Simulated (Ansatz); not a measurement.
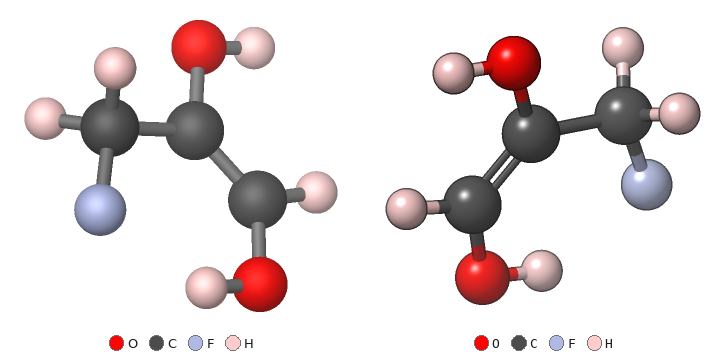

Both panels show the same species.

Which formula does it have?

Answer. C₃H₅FO₂, 11 atoms: 3 carbon, 5 hydrogen, 1 fluorine and 2 oxygen.

Describe its rings.

Answer. It has no ring.

How many bonds of each kind are drawn?

Answer. 3 C–H, 2 C–O, 2 C–C, 2 O–H, 1 C–F.

More results for the same structure follow; atom numbers are the same in all pictures, views and colours differ. The geometry was computed by an optimisation with PBE0-D4/def2-TZVP.

### Geometry

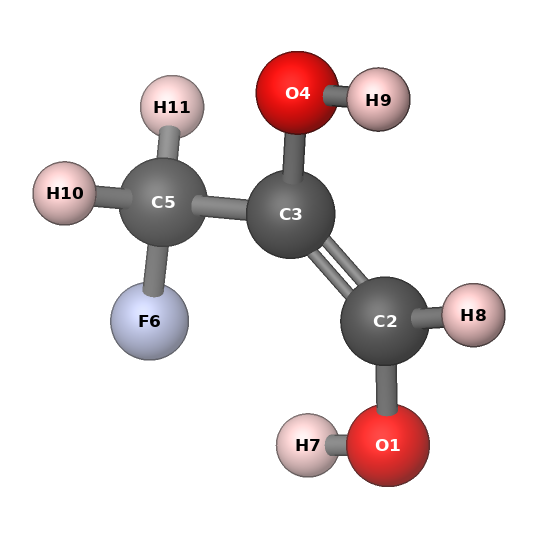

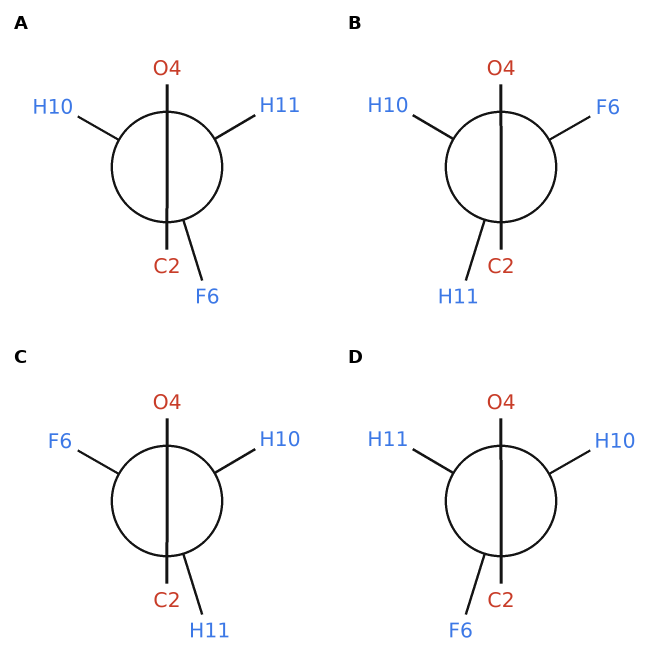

Distant atoms are faded towards the background colour. Bonds that would overlap in a projection are set slightly apart.

Which Newman projection shows the view along C3–C5, with C3 in front?

Answer. A. The torsion angle O4–C3–C5–F6 is 179°, antiperiplanar (anti).

### Vibrations

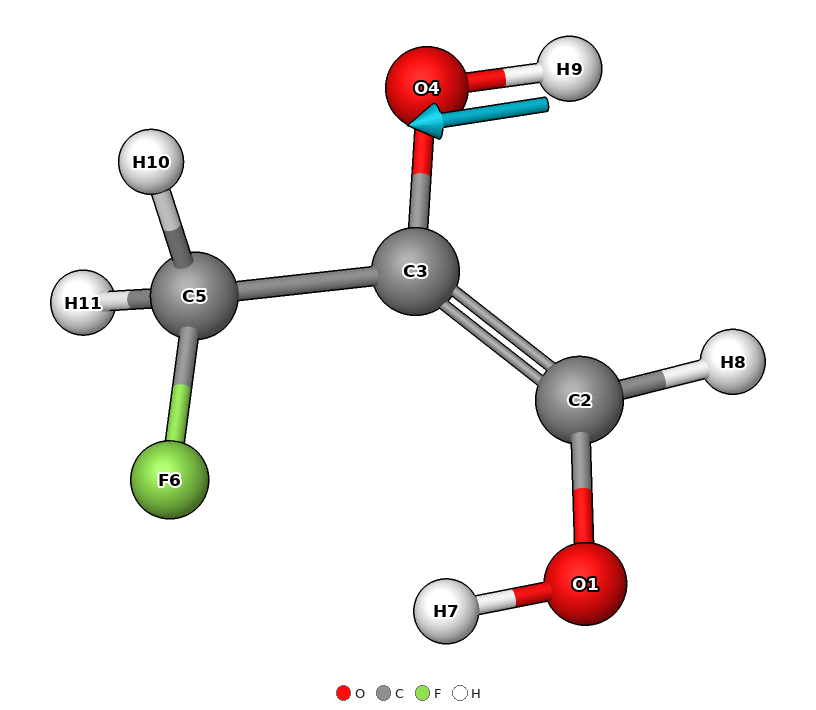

The arrows show one normal mode. Harmonic vibrations computed with RKS PBE0-D4/def2-TZVP (Ansatz 0.2.0) at a stationary point of the same level.

Describe the motion.

Answer. Mostly O–H stretching.

At what wavenumber does it lie?

Answer. 3862 cm⁻¹; it is mode 27 of 27 counted from the lowest.

### Dipole moment

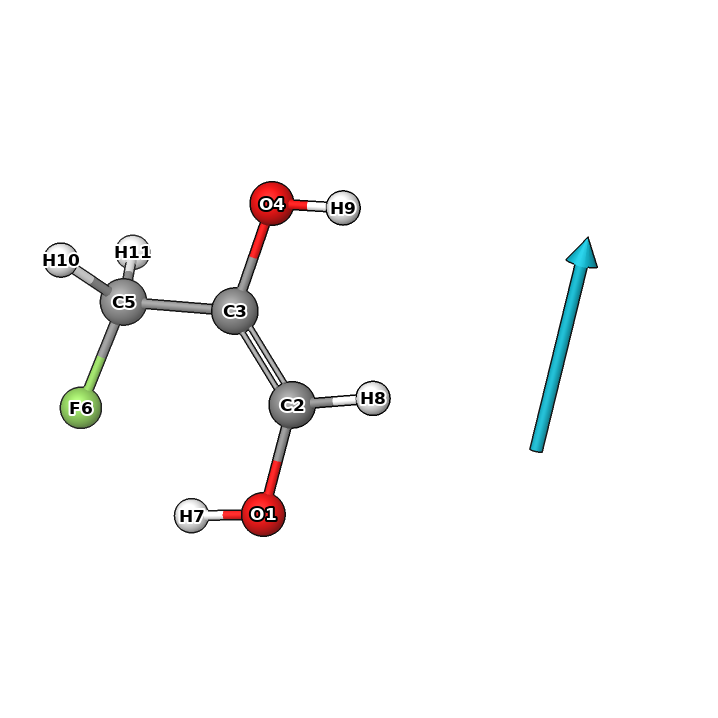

The arrow beside the molecule shows the direction of the dipole moment, from the negative to the positive end (its length means nothing). Level of theory: RKS ωB97M-V/def2-TZVPP (Ansatz 0.2.0).

Estimate the dipole moment.

Answer. 1.55 D; it points from the side of H7 to the side of H9 (the outermost atoms at the two ends).

### Charges

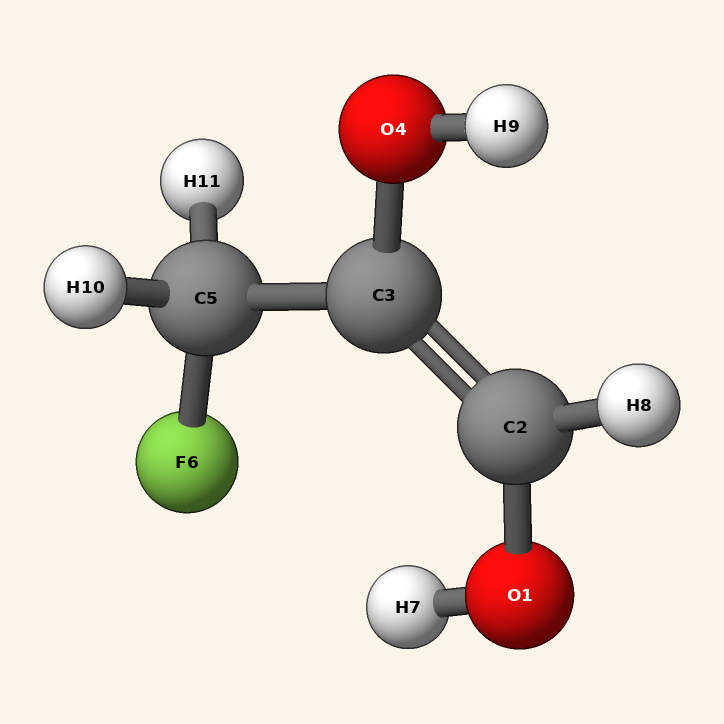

The questions are on Mulliken charges. Properties computed with RKS PBE-D4/def2-TZVPP (Ansatz 0.2.0).

Give the Mulliken charges atom by atom.

```csv
atom,value (e)
O1,−0.27
C2,−0.02
C3,0.08
O4,−0.28
C5,0.07
F6,−0.22
H7,0.21
H8,0.05
H9,0.20
H10,0.09
H11,0.09
```

Mulliken values depend strongly on the basis set and can even reverse the polarity of a bond.
